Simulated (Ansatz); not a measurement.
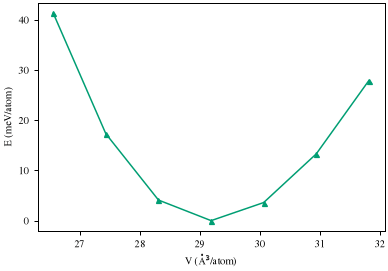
Fig. 1. Sb (A7 (α-As type), R-3m) under volume change, LDA (plane waves, PAW; program Ansatz), shape and atoms relaxed at each volume.

What does a third-order Birch–Murnaghan fit give for V₀, B₀ and B′?

V₀ = 29.18 Å³/atom, B₀ = 45.3 GPa, B′ = 5.8.

The cell was relaxed with LDA under the symmetry of its start. Spin–orbit coupling is left out wherever it is not named.

Potentials: the later of the program's two PAW sets.
